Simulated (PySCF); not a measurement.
**SnH2Cl (SMILES [Cl][SnH2]): NEVPT2(3,3)/STO-3G**

Aim: the energy change on altering one bond length of SnH2Cl at NEVPT2(3,3)/STO-3G, from 2 runs. The job is set up through a Python script.

Program for the calculation: PySCF 2.14.0.

7 further runs of the same task are left out: 1 that didn't finish, 6 set aside as unsound or not needed.

### Step 1. The structure to begin with

The species is SnH2Cl (4 atoms), meant as a doublet with charge 0. As SMILES, `[Cl][SnH2]`. The shape is that of a PBE0-D4/def2-TZVP optimisation.

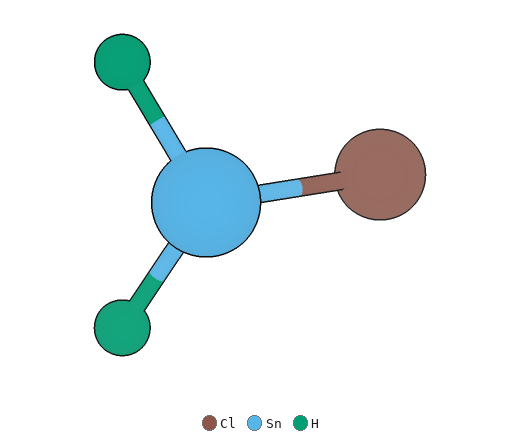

The structure, seen from a chosen angle (chlorine brown, tin blue, hydrogen teal).

### Step 2. The energy at NEVPT2(3,3)/STO-3G

Contents of geometry.xyz:

```xyz
4
ClH2Sn
Cl    -1.882600     0.398400    -0.585000
Sn     0.380000    -0.179600    -0.397100
H      0.412500    -1.500000     0.709600
H      1.145500     1.221000     0.252100
```

Contents of calc.py:

```python
import numpy
from pyscf import gto, scf, mp, mcscf, mrpt

system = gto.Mole()
system.atom = 'geometry.xyz'
system.spin = 1
system.verbose = 4
system.basis = 'sto-3g'
system.max_memory = 1860
system.build()

myscf = scf.ROHF(system)
myscf.conv_tol = 1e-10
myscf.kernel()
if not myscf.converged:
    myscf = myscf.newton().run(myscf.mo_coeff, myscf.mo_occ)

pt = mp.MP2(scf.addons.convert_to_uhf(myscf)).run()
noons, natorbs = mcscf.addons.make_natural_orbitals(pt)
print('natural occupations', numpy.round(noons[:40], 4))
cas = mcscf.CASSCF(myscf, 3, 3)
cas.fix_spin_(ss=0.75)
cas.natorb = True
cas.kernel(natorbs)
e_pt2 = mrpt.NEVPT(cas).kernel()
e_final = cas.e_tot + e_pt2
print('E(%s) = %.9f' % ('NEVPT2', e_final))
```

The run is started by

```
$ OMP_NUM_THREADS=1 python calc.py
```

The program printed:

```text
PySCF version 2.14.0

[INPUT] num. atoms = 4
[INPUT] num. electrons = 69
[INPUT] charge = 0
[INPUT] spin (= nelec alpha-beta = 2S) = 1
[INPUT] symmetry False subgroup None
[INPUT] Mole.unit = angstrom
[INPUT] Symbol           X                Y                Z      unit          X                Y                Z       unit  Magmom
[INPUT]  1 Cl    -1.882600000000   0.398400000000  -0.585000000000 AA   -3.557598402106   0.752866888027  -1.105489782871 Bohr   0.0
[INPUT]  2 Sn     0.380000000000  -0.179600000000  -0.397100000000 AA    0.718095927335  -0.339394811972  -0.750410244065 Bohr   0.0
[INPUT]  3 H      0.412500000000  -1.500000000000   0.709600000000 AA    0.779512026383  -2.834589186848   1.340949657991 Bohr   0.0
[INPUT]  4 H      1.145500000000   1.221000000000   0.252100000000 AA    2.164681275689   2.307355598094   0.476399956003 Bohr   0.0

nuclear repulsion = 228.427548592441
number of shells = 18
number of NR pGTOs = 114
number of NR cGTOs = 38
basis = sto-3g
ecp = {}

******** <class 'pyscf.scf.rohf.ROHF'> ********
method = ROHF
initial guess = minao
damping factor = 0
level_shift factor = 0
DIIS = <class 'pyscf.scf.diis.CDIIS'>
diis_start_cycle = 1
diis_space = 8
diis_damp = 0
SCF conv_tol = 1e-10
SCF conv_tol_grad = None
SCF max_cycles = 50
direct_scf = True
direct_scf_tol = 1e-13
num. doubly occ = 34  num. singly occ = 1
Set gradient conv threshold to 1e-05
init E= -6401.55695307147
  HOMO = -0.406503515130438  LUMO = -0.160381308424207  gap/eV = 6.69733
cycle= 1 E= -6419.03997120754  delta_E= -17.5  |g|= 0.27  |ddm|= 1.69
[... 16 lines left out ...]
converged SCF energy = -6419.07620653617
[... 34 lines left out ...]
sorting_mo_energy = False
[... 22 lines left out ...]
1-step CASSCF converged in   4 macro ( 29 JK   8 micro) steps
[... 1 line left out ...]
Natural occ [1.98695994 1.00111436 0.01192571]
Natural orbital (expansion on meta-Lowdin AOs) in CAS space
               #1        #2        #3
0 Cl 1s          0.00000   0.00007  -0.00008
0 Cl 2s         -0.00000  -0.00112   0.00134
0 Cl 3s          0.00000   0.02332  -0.02308
[... 34 lines of this table left out ...]
3 H 1s          -0.55740   0.15732  -0.48045
<CAS-nat-orb|mo-hf>  34     31      -0.84625727
<CAS-nat-orb|mo-hf>  34     34       0.51971873
<CAS-nat-orb|mo-hf>  35     35       0.99993829
<CAS-nat-orb|mo-hf>  36     37       0.99953502
CASSCF energy = -6419.08286612164
CASCI E = -6419.08286612164  E(CI) = -1.99012469200443  S^2 = 0.7500000

******** <class 'pyscf.mrpt.nevpt2.NEVPT'> ********
NEVPT2 (2e+1e, 3o), ncore = 33, nvir = 2
root = 0
Natural occ [1.98695994 1.00111436 0.01192571]
Natural orbital (expansion on meta-Lowdin AOs) in CAS space
               #1        #2        #3
0 Cl 1s          0.00000   0.00007  -0.00008
0 Cl 2s         -0.00000  -0.00112   0.00134
0 Cl 3s          0.00000   0.02332  -0.02308
[... 34 lines of this table left out ...]
3 H 1s          -0.55740   0.15732  -0.48045
<CAS-nat-orb|mo-hf>  34     31      -0.84625727
<CAS-nat-orb|mo-hf>  34     34       0.51971873
<CAS-nat-orb|mo-hf>  35     35       0.99993829
<CAS-nat-orb|mo-hf>  36     37       0.99953502
Sr    (-1)',   E = -0.00131088916149
Si    (+1)',   E = -0.00035546864455
Sijrs (0)  ,   E = -0.00694288171922
Sijr  (+1) ,   E = -0.00245466985602
Srsi  (-1) ,   E = -0.00075839751194
Srs   (-2) ,   E = -0.00221421700209
Sij   (+2) ,   E = -0.00192346376724
Sir   (0)' ,   E = -0.01231167736310
Nevpt2 Energy = -0.028271665025658
E(NEVPT2) = -6419.111137787
```

It took 1.1 s on 1 thread of Arm Neoverse V2, shared host; peak memory 0.13 GiB.

### Step 3. The distorted shape, same level

Contents of start.xyz:

```xyz
4
ClH2Sn
Cl    -1.921601     1.982909    -1.913064
Sn     0.340999     1.404909    -1.725164
H      0.412500    -1.500000     0.709600
H      1.106499     2.805509    -1.075964
```

Contents of run.py:

```python
import numpy
from pyscf import gto, scf, mp, mcscf, mrpt

mol = gto.M(
    atom='start.xyz',
    verbose=3,
    basis='sto-3g',
    charge=0,
    max_memory=1860,
    spin=1,
)

myscf = scf.ROHF(mol)
myscf.conv_tol = 1e-10
myscf.kernel()
if not myscf.converged:
    myscf = myscf.newton().run(myscf.mo_coeff, myscf.mo_occ)

pt = mp.MP2(scf.addons.convert_to_uhf(myscf)).run()
noons, natorbs = mcscf.addons.make_natural_orbitals(pt)
print('natural occupations', numpy.round(noons[:40], 4))
cas = mcscf.CASSCF(myscf, 3, 3)
cas.fix_spin_(ss=0.75)
cas.natorb = True
cas.kernel(natorbs)
e_pt2 = mrpt.NEVPT(cas).kernel()
etot = cas.e_tot + e_pt2
print(f'total energy: {etot:.8f} hartree')
```

The run is started by

```
$ OMP_NUM_THREADS=1 python run.py
```

The program printed:

```text
converged SCF energy = -6418.9476790771
E(UMP2) = -6418.97836330449  E_corr = -0.0306842273862407
E(SCS-UMP2) = -6418.9829175652  E_corr = -0.0352384881011933
natural occupations [2.     2.     2.     2.     2.     2.     2.     2.     2.     2.
 2.     2.     2.     2.     2.     2.     2.     2.     2.     2.
 2.     2.     2.     2.     2.     1.9999 1.9999 1.9999 1.9997 1.9993
 1.9965 1.9923 1.9872 1.9772 1.     0.0185 0.0161 0.0135]
CASSCF energy = -6418.96051585248
CASCI E = -6418.96051585248  E(CI) = -1.73436955917350  S^2 = 0.7500000
Sr    (-1)',   E = -0.00000113284070
Si    (+1)',   E = -0.00000405840091
Sijrs (0)  ,   E = -0.01496526866993
Sijr  (+1) ,   E = -0.00285807614133
Srsi  (-1) ,   E = -0.00092069038727
Srs   (-2) ,   E = -0.00239638942397
Sij   (+2) ,   E = -0.00048291834079
Sir   (0)' ,   E = -0.00035071603155
Nevpt2 Energy = -0.021979250236458
total energy: -6418.98249510 hartree
```

It took 1.2 s on 1 thread of Arm Neoverse V2, shared host; peak memory 0.13 GiB.

### Step 4. What came out

Level: NEVPT2(3,3)/STO-3G.

| quantity | value |
| --- | --- |
| first shape: total energy | -6419.11114 Eh |
| first shape: dipole moment (Hartree–Fock density) | 4.01 D |
| distorted shape: total energy | -6418.98250 Eh |
| distorted shape: dipole moment (Hartree–Fock density) | 3.09 D |
| energy change with the Sn2–H3 bond stretched from 1.723 to 3.791 Å | 3.501 eV |

In words: With the Sn2–H3 bond stretched from 1.723 to 3.791 Å the energy rises by 3.50 eV (81 kcal/mol). The first shape isn't relaxed at this level, so the change isn't measured from a minimum. The minimal basis adds a large error of its own. Mulliken charges (first shape) of the mean-field density run from -0.46 on Cl1 to +0.79 on Sn2; they depend strongly on the basis. Relativity is left out (first shape) although the molecule holds a heavy atom. Relativity is left out (distorted shape) although the molecule holds a heavy atom.
